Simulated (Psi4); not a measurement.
# Run report: P$_{2}$, excited-state calculation (part 1 of 2)

- system: P$_{2}$ (diphosphorus)
- method: CIS/cc-pwCVDZ, RHF, ZORA (Psi4 1.11)

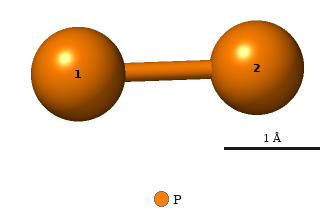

*The input geometry (ball-and-stick view, seen at an oblique angle; atoms are numbered from 1 in the order of the input).*

## Input file (input.in)
```
memory 1600 mb

molecule {
  0 1
  P      0.00000000     0.00000000     0.00000000
  P      0.00000000     0.00000000     3.57800744
  units bohr
  symmetry c1
}

set basis cc-pwCVDZ
set reference rhf
set scf_type df
set tdscf_states 3
set tdscf_tda true
set screening csam
set s_orthogonalization symmetric
set relativistic zora

result, w = energy('td-scf', return_wfn=True)
print_variables()
```

Hardware: 1 thread of Intel Xeon @ 2.50GHz (Skylake/Cascade Lake), 192 GiB of memory available, shared host.

Launch command:
```bash
psi4 input.in input.out -n 1
```

## Log
```
Psi4 1.11 release

Relativistic analytic gradients are not implemented yet, re-routing to finite differences.

   => Loading Basis Set <=

    Name: CC-PWCVDZ
    Role: ORBITAL
    Keyword: BASIS

         ---------------------------------------------------------
                                   SCF
                              RHF Reference
                        1 Threads,   1525 MiB Core
         ---------------------------------------------------------

  ==> Geometry <==

    Molecular point group: c1
    Full point group: D_inf_h

    Geometry (in Bohr), charge = 0, multiplicity = 1:

       Center              X                  Y                   Z               Mass
    ------------   -----------------  -----------------  -----------------  -----------------
         P            0.000000000000     0.000000000000    -1.789003720000    30.973761998420
         P            0.000000000000     0.000000000000     1.789003720000    30.973761998420

  Running in c1 symmetry.

  Rotational constants: A = ************  B =      0.30363  C =      0.30363 [cm^-1]
  Rotational constants: A = ************  B =   9102.66362  C =   9102.66362 [MHz]
  Nuclear repulsion =   62.884162141373302

  Charge       = 0
  Multiplicity = 1
  Electrons    = 30
  Nalpha       = 15
  Nbeta        = 15

  ==> Algorithm <==

  SCF Algorithm Type is DF.
  DIIS enabled.
  MOM disabled.
  Fractional occupation disabled.
  Guess Type is SAD.
  Energy threshold   = 1.00e-06
  Density threshold  = 1.00e-06
  Integral threshold = 1.00e-12

  ==> Primary Basis <==

  Basis Set: CC-PWCVDZ
    Blend: CC-PWCVDZ
    Number of shells: 22
    Number of basis functions: 54
    Number of Cartesian functions: 58
    Spherical Harmonics?: true
    Max angular momentum: 2

   => Loading Basis Set <=

    Name: (CC-PWCVDZ AUX)
    Role: JKFIT
    Keyword: DF_BASIS_SCF

  ==> Integral Setup <==

  DFHelper Memory: AOs need 0.006 GiB; user supplied 1.118 GiB.
  SCF_SUBTYPE=INCORE selected. In-core MEM_DF algorithm will be used.
  Using in-core AOs.

  ==> MemDFJK: Density-Fitted J/K Matrices <==

    J tasked:                   Yes
    K tasked:                   Yes
    wK tasked:                   No
    Memory [MiB]:              1144
    Algorithm:                 Core
    Schwarz Cutoff:           1E-12
    Mask sparsity (%):       0.0686
    Fitting Condition:        1E-10

   => Auxiliary Basis Set <=

  Basis Set: (CC-PWCVDZ AUX)
    Blend: CC-PVDZ-JKFIT
    Number of shells: 72
    Number of basis functions: 224
    Number of Cartesian functions: 260
    Spherical Harmonics?: true
    Max angular momentum: 3

 OEINTS: Using relativistic (ZORA) kinetic integrals.

        ____  ____  ___  ___
       /_  / / __ \/ _ \/ _ |
        / /_/ /_/ / , _/ __ |
       /___/\____/_/|_/_/ |_|
      ========================

  ==> ZORA Details <==
    Total number of grid points: 448860
    Total number of batches: 3152
    Using 1 thread(s)

    Using symmetric orthogonalization.
  Minimum eigenvalue in the overlap matrix is 1.1067064421E-02.
  Reciprocal condition number of the overlap matrix is 3.5934622271E-03.

  ==> Pre-Iterations <==

  SCF Guess: Superposition of Atomic Densities via on-the-fly atomic UHF (no occupation information).

   -------------------------
    Irrep   Nso     Nmo
   -------------------------
     A         54      54
   -------------------------
    Total      54      54
   -------------------------

  ==> Iterations <==

                           Total Energy        Delta E     RMS |[F,P]|

   @DF-RHF iter SAD:  -683.29862335073790   -6.83299e+02   0.00000e+00
   @DF-RHF iter   1:  -683.94062319150157   -6.42000e-01   4.74719e-03 ADIIS/DIIS
   @DF-RHF iter   2:  -683.94953771413657   -8.91452e-03   1.16272e-03 ADIIS/DIIS
   @DF-RHF iter   3:  -683.95011521226979   -5.77498e-04   1.32469e-04 ADIIS/DIIS
   @DF-RHF iter   4:  -683.95016691672947   -5.17045e-05   3.35676e-05 DIIS
   @DF-RHF iter   5:  -683.95016810402717   -1.18730e-06   6.37704e-06 DIIS
   @DF-RHF iter   6:  -683.95016820722560   -1.03198e-07   6.52143e-07 DIIS
  Energy and wave function converged.

  ==> Post-Iterations <==

    Orbital Energies [Eh]
    ---------------------

    Doubly Occupied:

       1A    -80.416818     2A    -80.416807     3A     -7.553249
       4A     -7.552616     5A     -5.406644     6A     -5.404537
       7A     -5.404537     8A     -5.404319     9A     -5.404279
      10A     -5.404279    11A     -0.903665    12A     -0.607071
      13A     -0.404334    14A     -0.367586    15A     -0.367586

    Virtual:

      16A      0.030710    17A      0.030710    18A      0.217674
      19A      0.378417    20A      0.477740    21A      0.477740
      22A      0.520959    23A      0.574791    24A      0.574791
      25A      0.577408    26A      0.629142    27A      0.629142
      28A      0.652322    29A      0.652322    30A      0.730409
      31A      0.730409    32A      0.788091    33A      0.932605
      34A      0.978842    35A      0.978842    36A      1.379661
      37A      4.599251    38A      4.599251    39A      4.614120
      40A      4.614120    41A      4.652181    42A      4.652181
      43A      4.764132    44A      4.764132    45A      4.782855
      46A      4.816279    47A      5.939010    48A      5.939010
      49A      5.943688    50A      6.045761    51A      6.045761
      52A      6.554731    53A     12.379394    54A     12.917520

    Final Occupation by Irrep:
              A
    DOCC [    15 ]
    NA   [    15 ]
    NB   [    15 ]

  @DF-RHF Final Energy:  -683.95016820722560

   => Energetics <=

    Nuclear Repulsion Energy =             62.8841621413733023
    One-Electron Energy =               -1071.6319271383058549
    Two-Electron Energy =                 324.7975967897069722
    Total Energy =                       -683.9501682072256017

Computation Completed

Properties will be evaluated at   0.000000,   0.000000,   0.000000 [a0]

Properties computed using the SCF density matrix

 Multipole Moments:

 ------------------------------------------------------------------------------------
     Multipole            Electronic (a.u.)      Nuclear  (a.u.)        Total (a.u.)
 ------------------------------------------------------------------------------------

 L = 1.  Multiply by 2.5417464519 to convert [e a0] to [Debye]
 Dipole X            :          0.0000000            0.0000000            0.0000000
 Dipole Y            :          0.0000000            0.0000000            0.0000000
 Dipole Z            :         -0.0000000            0.0000000           -0.0000000
 Magnitude           :                                                    0.0000000

 ------------------------------------------------------------------------------------

	total time  =          8 seconds =       0.13 minutes

******************************************************************************************
**********                               WARNING                                **********
**********       The names of excited state variables changed between 1.5       **********
**********     and 1.6. For a quick solution, remove the symmetry specifier     **********
**********   from the variable name. For full details, see 'Notes on Psivars'   **********
**********                        in the documentation.                         **********
******************************************************************************************

         ---------------------------------------------------------
                         TDSCF excitation energies
         ---------------------------------------------------------

  ==> Options <==

     Residual threshold  : 1.0000e-04
     Initial guess       : denominators
     Reference           : RHF
     Solver type         : TDA (Davidson)

  ==> Requested Excitations <==

      3 singlet states with A symmetry

  ==> Seeking the lowest 3 singlet states with A symmetry

                         Generalized Davidson Solver

  ==> Options <==

    Max number of iterations        = 60
    Eigenvector tolerance           = 1.0000e-04
    Max number of expansion vectors = 600

  => Iterations <=
                           Max[D[value]]     Max[|R|]   # vectors
  DavidsonSolver iter   1:   1.36375e-01  6.11155e-02     12
  DavidsonSolver iter   2:   4.87464e-03  5.86476e-03     15
  DavidsonSolver iter   3:   1.01626e-05  4.50043e-04     18
  DavidsonSolver iter   4:   6.39337e-08  4.59922e-05     21      Converged

******************************************************************************************
**********                               WARNING                                **********
**********  Length-gauge rotatory strengths are **NOT** gauge-origin invariant  **********
******************************************************************************************

                                    Excitation Energy         Total Energy        Oscillator Strength             Rotatory Strength
     #   Sym: GS->ES (Trans)        au              eV              au          au (length)    au (velocity)    au (length)    au (velocity)
    ---- -------------------- --------------- --------------- --------------- --------------- --------------- --------------- ---------------
     1        A->A (1 A)       0.12002         3.26581        -683.83015       0.0000          0.0000         -0.0000         -0.0000
     2        A->A (1 A)       0.13204         3.59297        -683.81813       0.0000          0.0000         -0.0000         -0.0000
     3        A->A (1 A)       0.13204         3.59297        -683.81813       0.0000          0.0000         -0.0000         -0.0000

Contributing excitations
Only contributions with abs(coeff) > 1.00e-01 will be printed:

Excited State    1 (1 A):   0.12002 au   379.64 nm f = 0.0000
  Sums of squares: Xssq =  1.000000e+00
     14a  ->  16a    -0.704398 (49.618%)
     15a  ->  17a     0.704398 (49.618%)

Excited State    2 (1 A):   0.13204 au   345.07 nm f = 0.0000
  Sums of squares: Xssq =  1.000000e+00
     14a  ->  16a    -0.700607 (49.085%)
     15a  ->  17a    -0.700607 (49.085%)

Excited State    3 (1 A):   0.13204 au   345.07 nm f = 0.0000
  Sums of squares: Xssq =  1.000000e+00
     14a  ->  17a    -0.700607 (49.085%)
     15a  ->  16a     0.700607 (49.085%)

******************************************************************************************
**********                               WARNING                                **********
**********       The names of excited state variables changed between 1.5       **********
**********     and 1.6. For a quick solution, remove the symmetry specifier     **********
**********   from the variable name. For full details, see 'Notes on Psivars'   **********
**********                        in the documentation.                         **********
******************************************************************************************
```
